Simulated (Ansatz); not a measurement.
**GeH5OS (SMILES [OH][GeH2][SH2+]) (charge +1): density, localisation and related maps**

The calculation's input:

```
crystal:
  periodic: [false, false, false]
  atoms:
    - { symbol: O, position_ang: [-1.70522, 0.10974, -0.30751] }
    - { symbol: Ge, position_ang: [-0.20097, 0.80845, 0.00112] }
    - { symbol: S, position_ang: [1.24044, -1.14404, -0.2682] }
    - { symbol: H, position_ang: [-2.23623, 0.14768, -1.10584] }
    - { symbol: H, position_ang: [0.33036, 1.76986, -1.02559] }
    - { symbol: H, position_ang: [-0.16413, 1.04516, 1.48011] }
    - { symbol: H, position_ang: [2.18572, -0.83157, 0.63038] }
    - { symbol: H, position_ang: [0.55004, -1.90528, 0.59553] }
total_charge: 1
basis:
  gaussian: { orbitals: def2-SVP }
hamiltonian:
  xc: pbe0
relax:
  f_tol: 0.015
  max_steps: 40
output:
  orbitals: {}
```

Run with:

```sh
ansatz run input.yaml --threads 1 --pin off --max-ram 2048MiB --backend cpu --events-out ev --progress --plain --runs-dir out
```

The fields are those of the relaxed geometry.

Computed with RKS PBE0/def2-SVP (Ansatz).

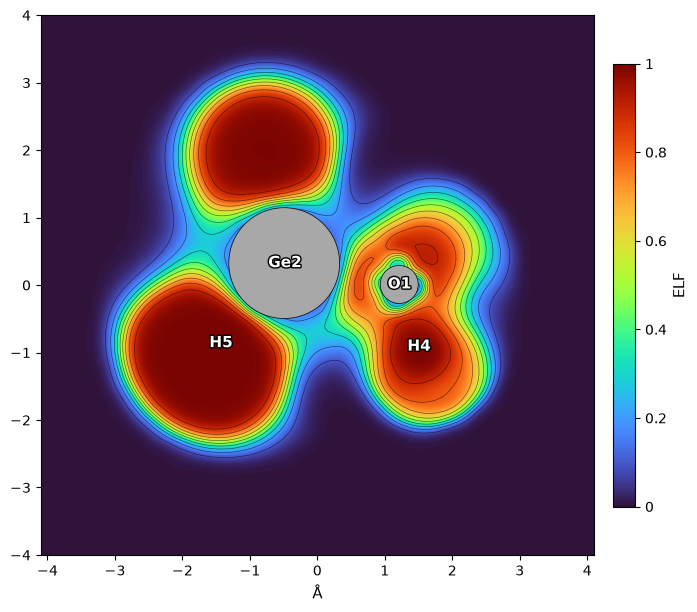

Figure 1. Electron localisation function on the plane of atoms Ge2, O1 and H4. Grey discs cover the atomic cores.

**Read the bonding off the picture.**

- Atoms in the plane: O, Ge and H.
- Ge–O (1.73 Å): the ELF peaks at about 0.80 in the valence shell of O, 0.6 Å from its nucleus, and is about 0.30 at the midpoint.
- O–H (0.97 Å): the ELF climbs to about 1 towards the hydrogen, as it does in any bond to H; a covalent bond by its length.
- Ge–H (1.52 Å): the ELF climbs to about 1 towards the hydrogen.
- The ELF also peaks beside O1, away from the bonds: lone-pair regions.

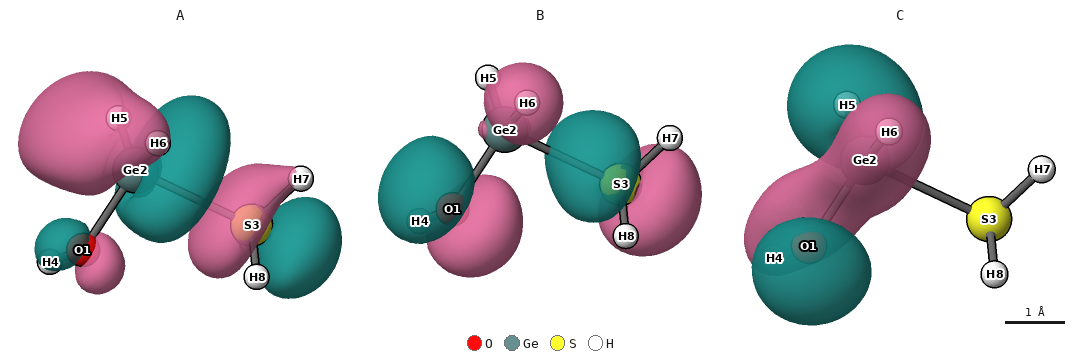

Figure 2. Three frontier orbitals at ±0.1 Å⁻³ᐟ² (teal and pink are the two phases), in no order.

**Order the three orbitals by energy and name them.**

C is the HOMO−1 (−14.81 eV). Its weight (Hirshfeld) is mainly on O1 (about 50 %), Ge2 (about 20 %) and H5 (about 20 %). B is the HOMO (−14.12 eV). Its weight (Hirshfeld) is mainly on O1 (about 55 %), S3 (about 25 %) and Ge2 (about 10 %); largely a combination of lone pairs on O1 and S3. A is the LUMO (−5.93 eV). Its weight (Hirshfeld) is mainly on Ge2 (about 55 %) and S3 (about 25 %).

**What is the HOMO–LUMO gap?**

8.19 eV between the orbital energies.

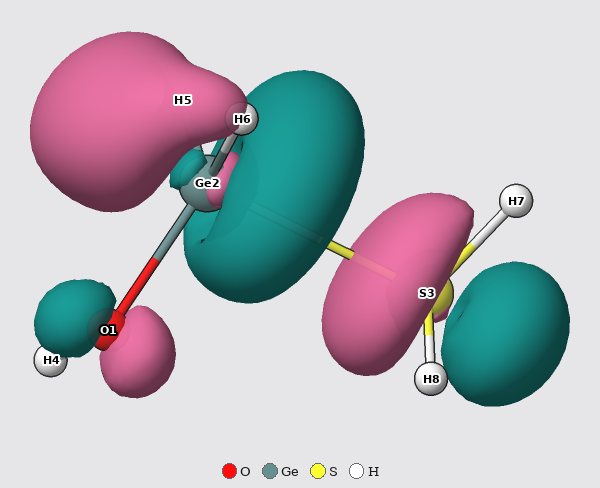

Figure 3. The LUMO at ±0.15 Å⁻³ᐟ² (teal and pink are the two phases), seen across its widest extent.

**Describe this orbital and give its energy.**

By Hirshfeld shares it lies mainly on Ge2 (about 55 %) and S3 (about 25 %). Its energy is −5.93 eV.
